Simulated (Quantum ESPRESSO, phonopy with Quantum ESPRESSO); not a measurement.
# NaF (Fm-3m): a volume series of phonon spectra, part 7 of 8

Wanted: mode Grüneisen parameters of NaF and a free-energy fit over volumes.

What experiment has found for this phase:
- volume expansion coefficient 95.1 1e-6/K and heat capacity C_P per formula unit 46.9 J/mol/K near room temperature (given in “High-Throughput Prediction of Finite-Temperature Properties using the Quasi-Harmonic Approximation”, 2016, arXiv:1603.06924)
- volume expansion coefficient 102.6 1e-6/K near room temperature (given in “Descriptors for thermal expansion in solids”, 2017, arXiv:1701.03966)

Quantum ESPRESSO 7.5; DFT PBEsol, scalar-relativistic, plane waves, GBRV ultrasoft pseudopotentials.

So far. Step 17 (Ground state at this cell, V/V0 1.03): The run ends at a pressure of -1.34 GPa. Step 18 (Zone-centre response): The Born charges sum to zero within 0.0031 e; the rest is removed before use. Acoustic frequencies in this log differ from zero by the error of the sum rule, which ph.x does not impose. This version of ph.x has a suspected fault in its gradient-corrected response, so the tensors carry some doubt.

## (19) Forces on a displaced cell

One atom (for the harmonic constants) or a pair of atoms (for the cubic ones) is moved by a few hundredths of an ångström; the forces on all atoms give a column of force constants. The threshold is tight because the forces are small.

System of this step: NaF. It takes space group Imm2 (No. 44, orthorhombic). The conventional cell has a = 6.634 Å, b = 9.382 Å, c = 6.634 Å, α = 90.00°, β = 90.00°, γ = 90.00°. Nearest to Na lie 6 F at 2.33 to 2.36 Å. Nearest to Na lie 6 F at 2.35 Å. F has 6 Na at 2.35 Å nearest. Farther neighbours and most contacts between anions are not listed.

disp-00001.in

```
&CONTROL
  calculation = 'scf'
  prefix      = 'x'
  outdir      = './tmp'
  pseudo_dir  = './pseudo'
  tprnfor     = .true.
  disk_io     = 'none'
/
&SYSTEM
  ibrav       = 0
  nat         = 16
  ntyp        = 2
  ecutwfc     = 45.0
  ecutrho     = 270.0
  occupations = 'fixed'
  nbnd        = 66
/
&ELECTRONS
  conv_thr         = 1.0d-11
  mixing_beta      = 0.7
  electron_maxstep = 100
/
ATOMIC_SPECIES
 Na     22.9898  Na.upf
 F      18.9984  F.upf
CELL_PARAMETERS angstrom
     0.000000000    4.691204606    4.691204606
     4.691204606    0.000000000    4.691204606
     4.691204606    4.691204606    0.000000000
ATOMIC_POSITIONS crystal
 Na     0.003014606   0.000000000   0.000000000
 Na     0.500000000   0.000000000   0.000000000
 Na     0.000000000   0.500000000   0.000000000
 Na     0.500000000   0.500000000   0.000000000
 Na     0.000000000   0.000000000   0.500000000
 Na     0.500000000   0.000000000   0.500000000
 Na     0.000000000   0.500000000   0.500000000
 Na     0.500000000   0.500000000   0.500000000
 F      0.250000000   0.250000000   0.250000000
 F      0.750000000   0.250000000   0.250000000
 F      0.250000000   0.750000000   0.250000000
 F      0.750000000   0.750000000   0.250000000
 F      0.250000000   0.250000000   0.750000000
 F      0.750000000   0.250000000   0.750000000
 F      0.250000000   0.750000000   0.750000000
 F      0.750000000   0.750000000   0.750000000
K_POINTS automatic
 3 3 3 0 0 0
```

Launch:

```
> OMP_NUM_THREADS=1 mpirun -n 2 pw.x -nk 2 -in disp-00001.in > disp-00001.out
```

The program printed:

```text
[banner, memory and clock lines left out]
Program PWSCF v.7.5

     Message from routine setup:
     using ibrav=0 with symmetry is DISCOURAGED, use correct ibrav instead

     G-vector sticks info

     bravais-lattice index     =            0
     lattice parameter (alat)  =      12.5371  a.u.
     unit-cell volume          =    1393.4126 (a.u.)^3
     number of atoms/cell      =           16
     number of atomic types    =            2
     number of electrons       =       128.00
[...]
atom    1 type  1   force =    -0.00000000   -0.00192485   -0.00192485
     atom    2 type  1   force =     0.00000000    0.00064045    0.00064045
     atom    3 type  1   force =     0.00043021   -0.00008187    0.00021012
[...]
atom   15 type  2   force =     0.00000192    0.00014232    0.00014232
     atom   16 type  2   force =     0.00000219   -0.00006568   -0.00006568

     Total force =     0.003149     Total SCF correction =     0.000000
     Message from routine punch:
     Nothing written, as per user request (disk_io='none')
[key lines of the parts left out:]
!    total energy              =   -1151.32231050 Ry
convergence has been achieved in  12 iterations
```

Wall time 2.4 min (2 MPI ranks of AMD EPYC 7571, shared host).

## (20) Lattice dynamics at this volume, V/V0 1.03

This step: DFT PBEsol, scalar-relativistic, plane waves, GBRV ultrasoft pseudopotentials (phonopy with Quantum ESPRESSO 4.10.0 / 7.5).

It took 2.6 min on 4 threads.

No mode is imaginary beyond numerical noise along the path. The highest zone-centre mode (no LO–TO term) moved by -7.1 % for a volume change of +3.0 %.

The time given is that of the 2 pw.x runs on displaced cells behind this step.

## (21) Self-consistent run, V/V0 0.97

A tight ground state at this cell gives the energy of this member; its pressure is the stress at this cutoff, which can carry an offset from the finite basis.

This step: DFT PBEsol, scalar-relativistic, plane waves, GBRV ultrasoft pseudopotentials (Quantum ESPRESSO 7.5).

System of this step: NaF. The structure is cubic, space group Fm-3m (No. 225). Conventional cell: a = 4.598 Å, b = 4.598 Å, c = 4.598 Å, α = 90.00°, β = 90.00°, γ = 90.00°. Na has 6 F at 2.30 Å nearest. Nearest to F lie 6 Na at 2.30 Å. Farther neighbours and most contacts between anions are not listed.

scf.in

```
&CONTROL
  calculation = 'scf'
  prefix      = 'x'
  outdir      = './tmp'
  pseudo_dir  = './pseudo'
  tprnfor     = .true.
  tstress     = .true.
/
&SYSTEM
  ibrav       = 0
  nat         = 2
  ntyp        = 2
  ecutwfc     = 45.0
  ecutrho     = 270.0
  occupations = 'fixed'
  nbnd        = 10
/
&ELECTRONS
  conv_thr         = 1.0d-12
  mixing_beta      = 0.7
  electron_maxstep = 100
/
ATOMIC_SPECIES
 Na     22.9898  Na.upf
 F      18.9984  F.upf
CELL_PARAMETERS angstrom
     0.000000000    2.299142463    2.299142463
     2.299142463    0.000000000    2.299142463
     2.299142463    2.299142463    0.000000000
ATOMIC_POSITIONS crystal
 Na     0.000000000   0.000000000   0.000000000
 F      0.500000000   0.500000000   0.500000000
K_POINTS automatic
 8 8 8 0 0 0
```

Launch:

```
> OMP_NUM_THREADS=1 mpirun -n 4 pw.x -nk 4 -in scf.in > scf.out
```

The program printed:

```text
[banner, memory and clock lines left out]
Program PWSCF v.7.5

     Message from routine setup:
     using ibrav=0 with symmetry is DISCOURAGED, use correct ibrav instead

     G-vector sticks info

     bravais-lattice index     =            0
     lattice parameter (alat)  =       6.1444  a.u.
     unit-cell volume          =     164.0304 (a.u.)^3
     number of atoms/cell      =            2
     number of atomic types    =            2
     number of electrons       =        16.00
[...]
atom    2 type  2   force =     0.00000000   -0.00000000   -0.00000000

     Total force =     0.000000     Total SCF correction =     0.000000

     Computing stress (Cartesian axis) and pressure

          total   stress  (Ry/bohr**3)                   (kbar)     P=       15.96
   0.00010851   0.00000000   0.00000000           15.96        0.00        0.00
   0.00000000   0.00010851   0.00000000            0.00       15.96        0.00
   0.00000000   0.00000000   0.00010851            0.00        0.00       15.96

     XML data file, charge density, pseudopotentials, collected wavefunctions
[key lines of the parts left out:]
!    total energy              =    -143.91522247 Ry
convergence has been achieved in  11 iterations
```

It took 6.4 s on 4 MPI ranks.

The run ends at a pressure of 1.60 GPa.

## (22) Born charges and dielectric tensor

In a polar crystal the Born charges and ε∞ give the long-range dipole term that a finite supercell misses. They are those of this k-mesh and were not tested on a denser one; where the gap is small they converge slowly, and the LO modes with them.

ph.in

```
phonons
&INPUTPH
  prefix = 'x'
  outdir = './tmp'
  fildyn = 'x.dyn'
  tr2_ph = 1.0d-18
  epsil  = .true.
/
0.000000000 0.000000000 0.000000000
```

scf.in is that of step 21.

Launch:

```
> OMP_NUM_THREADS=1 mpirun -n 4 ph.x -nk 4 -in ph.in > ph.out
```

The program printed:

```text
[banner, memory and clock lines left out]
Program PHONON v.7.5

     ./tmp/x.save/

     IMPORTANT: XC functional enforced from input :
     Exchange-correlation= PBESOL
                           (   1   4  10   8   0   0   0)
     Any further DFT definition will be discarded
     Please, verify this is what you really want

     G-vector sticks info

     Reading collected, re-writing distributed wavefunctions in ./tmp/

     Number and degeneracy of irreps per q-point
       N         xq(1)         xq(2)         xq(3)   N irreps
[...]
freq (    1) =      -0.441834 [THz] =     -14.737983 [cm-1]
     freq (    2) =      -0.441834 [THz] =     -14.737983 [cm-1]
     freq (    3) =      -0.441834 [THz] =     -14.737983 [cm-1]
     freq (    4) =       7.806631 [THz] =     260.401169 [cm-1]
     freq (    5) =       7.806631 [THz] =     260.401169 [cm-1]
     freq (    6) =       7.806631 [THz] =     260.401169 [cm-1]
 **************************************************************************

     Mode symmetry, O_h (m-3m)  point group:

     freq (   1-   3) =        -14.7  [cm-1]   --> T_1u G_15  G_4- I
     freq (   4-   6) =        260.4  [cm-1]   --> T_1u G_15  G_4- I
```

The job ended after 54 s (4 MPI ranks; 3.6 min of CPU time).

The Born charges sum to zero within 0.0033 e; the rest is removed before use. Acoustic frequencies in this log differ from zero by the error of the sum rule, which ph.x does not impose. This version of ph.x has a suspected fault in its gradient-corrected response, so the tensors carry some doubt.

## (23) A displaced supercell

One atom (for the harmonic constants) or a pair of atoms (for the cubic ones) is moved by a few hundredths of an ångström; the forces on all atoms give a column of force constants. The threshold is tight because the forces are small.

System of this step: NaF. It takes space group Imm2 (No. 44, orthorhombic). The conventional cell has a = 6.503 Å, b = 9.197 Å, c = 6.503 Å, α = 90.00°, β = 90.00°, γ = 90.00°. Na has 6 F at 2.29 to 2.31 Å nearest. Na has 6 F at 2.30 Å nearest. F has 6 Na at 2.30 Å nearest. Farther neighbours and most contacts between anions are not listed.

Changes to disp-00001.in since step 19:

```diff
@@ -26,7 +26,7 @@
 CELL_PARAMETERS angstrom
-     0.000000000    4.691204606    4.691204606
-     4.691204606    0.000000000    4.691204606
-     4.691204606    4.691204606    0.000000000
+     0.000000000    4.598284926    4.598284926
+     4.598284926    0.000000000    4.598284926
+     4.598284926    4.598284926    0.000000000
 ATOMIC_POSITIONS crystal
- Na     0.003014606   0.000000000   0.000000000
+ Na     0.003075524   0.000000000   0.000000000
  Na     0.500000000   0.000000000   0.000000000
```

Launch:

```
> OMP_NUM_THREADS=1 mpirun -n 2 pw.x -nk 2 -in disp-00001.in > disp-00001.out
```

The program printed:

```text
[banner, memory and clock lines left out]
Program PWSCF v.7.5

     Message from routine setup:
     using ibrav=0 with symmetry is DISCOURAGED, use correct ibrav instead

     G-vector sticks info

     bravais-lattice index     =            0
     lattice parameter (alat)  =      12.2888  a.u.
     unit-cell volume          =    1312.2429 (a.u.)^3
     number of atoms/cell      =           16
     number of atomic types    =            2
     number of electrons       =       128.00
[...]
atom    1 type  1   force =    -0.00000000   -0.00235617   -0.00235617
     atom    2 type  1   force =    -0.00000000    0.00068667    0.00068667
     atom    3 type  1   force =     0.00045530   -0.00008997    0.00023124
[...]
atom   15 type  2   force =     0.00000345    0.00013079    0.00013079
     atom   16 type  2   force =     0.00000239   -0.00006897   -0.00006897

     Total force =     0.003814     Total SCF correction =     0.000001
     Message from routine punch:
     Nothing written, as per user request (disk_io='none')
[key lines of the parts left out:]
!    total energy              =   -1151.32170533 Ry
convergence has been achieved in  13 iterations
```

Wall time 1.7 min (2 MPI ranks).

## (24) Phonons, V/V0 0.97

This step: DFT PBEsol, scalar-relativistic, plane waves, GBRV ultrasoft pseudopotentials (phonopy with Quantum ESPRESSO 4.10.0 / 7.5).

It took 2.3 min on 4 threads.

No mode is imaginary beyond numerical noise along the path. The highest zone-centre mode (no LO–TO term) moved by +7.5 % for a volume change of -3.0 %.

The time given is that of the 2 pw.x runs on displaced cells behind this step.

## (25) Ground state at this cell, V/V0 1.05

A tight ground state at this cell gives the energy of this member; its pressure is the stress at this cutoff, which can carry an offset from the finite basis.

This step: DFT PBEsol, scalar-relativistic, plane waves, GBRV ultrasoft pseudopotentials (Quantum ESPRESSO 7.5).

System of this step: NaF. It takes space group Fm-3m (No. 225, cubic). The conventional cell has a = 4.721 Å, b = 4.721 Å, c = 4.721 Å, α = 90.00°, β = 90.00°, γ = 90.00°. Nearest to Na lie 6 F at 2.36 Å. F has 6 Na at 2.36 Å nearest. Farther neighbours and most contacts between anions are not listed.

Changes to scf.in since step 22:

```diff
@@ -26,5 +26,5 @@
 CELL_PARAMETERS angstrom
-     0.000000000    2.299142463    2.299142463
-     2.299142463    0.000000000    2.299142463
-     2.299142463    2.299142463    0.000000000
+     0.000000000    2.360686977    2.360686977
+     2.360686977    0.000000000    2.360686977
+     2.360686977    2.360686977    0.000000000
 ATOMIC_POSITIONS crystal
```

Launch:

```
> OMP_NUM_THREADS=1 mpirun -n 4 pw.x -nk 4 -in scf.in > scf.out
```

The program printed:

```text
[banner, memory and clock lines left out]
Program PWSCF v.7.5

     Message from routine setup:
     using ibrav=0 with symmetry is DISCOURAGED, use correct ibrav instead

     G-vector sticks info

     bravais-lattice index     =            0
     lattice parameter (alat)  =       6.3089  a.u.
     unit-cell volume          =     177.5586 (a.u.)^3
     number of atoms/cell      =            2
     number of atomic types    =            2
     number of electrons       =        16.00
[...]
atom    2 type  2   force =    -0.00000000   -0.00000000    0.00000000

     Total force =     0.000000     Total SCF correction =     0.000000

     Computing stress (Cartesian axis) and pressure

          total   stress  (Ry/bohr**3)                   (kbar)     P=      -21.23
  -0.00014429  -0.00000000   0.00000000          -21.23       -0.00        0.00
  -0.00000000  -0.00014429  -0.00000000           -0.00      -21.23       -0.00
   0.00000000  -0.00000000  -0.00014429            0.00       -0.00      -21.23

     XML data file, charge density, pseudopotentials, collected wavefunctions
[key lines of the parts left out:]
!    total energy              =    -143.91490852 Ry
convergence has been achieved in  11 iterations
```

It took 6.2 s on 4 MPI ranks.

The run ends at a pressure of -2.12 GPa.

## (26) Born charges and dielectric tensor

In a polar crystal the Born charges and ε∞ give the long-range dipole term that a finite supercell misses. They are those of this k-mesh and were not tested on a denser one; where the gap is small they converge slowly, and the LO modes with them.

ph.in is that of step 22.

scf.in is that of step 25.

Launch:

```
> OMP_NUM_THREADS=1 mpirun -n 4 ph.x -nk 4 -in ph.in > ph.out
```

The program printed:

```text
[banner, memory and clock lines left out]
Program PHONON v.7.5

     ./tmp/x.save/

     IMPORTANT: XC functional enforced from input :
     Exchange-correlation= PBESOL
                           (   1   4  10   8   0   0   0)
     Any further DFT definition will be discarded
     Please, verify this is what you really want

     G-vector sticks info

     Reading collected, re-writing distributed wavefunctions in ./tmp/

     Number and degeneracy of irreps per q-point
       N         xq(1)         xq(2)         xq(3)   N irreps
[...]
freq (    1) =      -0.469016 [THz] =     -15.644677 [cm-1]
     freq (    2) =      -0.469016 [THz] =     -15.644677 [cm-1]
     freq (    3) =      -0.469016 [THz] =     -15.644677 [cm-1]
     freq (    4) =       6.400163 [THz] =     213.486470 [cm-1]
     freq (    5) =       6.400163 [THz] =     213.486470 [cm-1]
     freq (    6) =       6.400163 [THz] =     213.486470 [cm-1]
 **************************************************************************

     Mode symmetry, O_h (m-3m)  point group:

     freq (   1-   3) =        -15.6  [cm-1]   --> T_1u G_15  G_4- I
     freq (   4-   6) =        213.5  [cm-1]   --> T_1u G_15  G_4- I
```

It took 57 s on 4 MPI ranks.

The Born charges sum to zero within 0.0031 e; the rest is removed before use. Acoustic frequencies in this log differ from zero by the error of the sum rule, which ph.x does not impose. This version of ph.x has a suspected fault in its gradient-corrected response, so the tensors carry some doubt.

## (27) Forces on a displaced cell

One atom (for the harmonic constants) or a pair of atoms (for the cubic ones) is moved by a few hundredths of an ångström; the forces on all atoms give a column of force constants. The threshold is tight because the forces are small.

System of this step: NaF. Symmetry: Imm2, No. 44, orthorhombic system. The conventional cell has a = 6.677 Å, b = 9.443 Å, c = 6.677 Å, α = 90.00°, β = 90.00°, γ = 90.00°. Na has 6 F at 2.35 to 2.37 Å nearest. Nearest to Na lie 6 F at 2.36 Å. Nearest to F lie 6 Na at 2.36 Å. Farther neighbours and most contacts between anions are not listed.

Changes to disp-00001.in since step 23:

```diff
@@ -26,7 +26,7 @@
 CELL_PARAMETERS angstrom
-     0.000000000    4.598284926    4.598284926
-     4.598284926    0.000000000    4.598284926
-     4.598284926    4.598284926    0.000000000
+     0.000000000    4.721373953    4.721373953
+     4.721373953    0.000000000    4.721373953
+     4.721373953    4.721373953    0.000000000
 ATOMIC_POSITIONS crystal
- Na     0.003075524   0.000000000   0.000000000
+ Na     0.002995343   0.000000000   0.000000000
  Na     0.500000000   0.000000000   0.000000000
```

Launch:

```
> OMP_NUM_THREADS=1 mpirun -n 2 pw.x -nk 2 -in disp-00001.in > disp-00001.out
```

The program printed:

```text
[banner, memory and clock lines left out]
Program PWSCF v.7.5

     Message from routine setup:
     using ibrav=0 with symmetry is DISCOURAGED, use correct ibrav instead

     G-vector sticks info

     bravais-lattice index     =            0
     lattice parameter (alat)  =      12.6178  a.u.
     unit-cell volume          =    1420.4691 (a.u.)^3
     number of atoms/cell      =           16
     number of atomic types    =            2
     number of electrons       =       128.00
[...]
atom    1 type  1   force =     0.00000000   -0.00180072   -0.00180072
     atom    2 type  1   force =     0.00000000    0.00062643    0.00062643
     atom    3 type  1   force =     0.00042250   -0.00007952    0.00020382
[...]
atom   15 type  2   force =     0.00000148    0.00014511    0.00014511
     atom   16 type  2   force =     0.00000215   -0.00006460   -0.00006460

     Total force =     0.002964     Total SCF correction =     0.000000
     Message from routine punch:
     Nothing written, as per user request (disk_io='none')
[key lines of the parts left out:]
!    total energy              =   -1151.31920506 Ry
convergence has been achieved in  13 iterations
```

Wall time 2.1 min (2 MPI ranks); 4.2 min of CPU time.

## (28) Lattice dynamics at this volume, V/V0 1.05

This step: DFT PBEsol, scalar-relativistic, plane waves, GBRV ultrasoft pseudopotentials (phonopy with Quantum ESPRESSO 4.10.0 / 7.5).

Run time: 2.3 min. Hardware: 4 threads; 8.9 min of CPU time.

Phonopy, LO-TO term from ph.x's tensors. The phonon branches at the labelled points (cm⁻¹):

```csv
point,branch 1,branch 2,branch 3,branch 4,branch 5,branch 6
Γ,0,0,0,214,214,381
X,140,140,226,226,233,266
U,145,204,209,221,233,245
jump to K,145,204,209,221,233,245
Γ,0,0,0,214,214,381
L,156,156,176,176,281,285
W,187,201,201,204,237,237
X,140,140,226,226,233,266
```

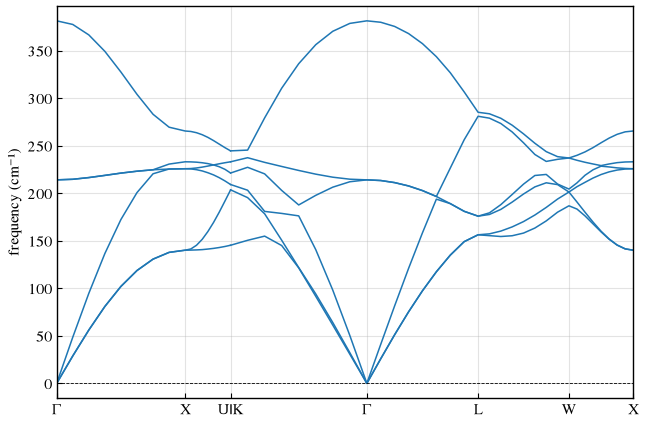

Phonon branches along the path.

No mode is imaginary beyond numerical noise along the path. The highest zone-centre mode (no LO–TO term) moved by -11.8 % for a volume change of +5.0 %.

The time given is that of the 2 pw.x runs on displaced cells behind this step.

(Continued in part 8 of 8.)

[Logs are printed without paths, hosts, clocks, repeated set-up lines and the standing remarks that a program may print on its own settings, such as how far it seeks lower states.]

[Hosts, paths, dates, database ids (printed as entryN), source tags and the programs' standing remarks are cut or masked in the printed files.]

[A step with changed settings may run another functional than the one named; its input shows which.]

[Of the runs on displaced cells, only some may be shown.]
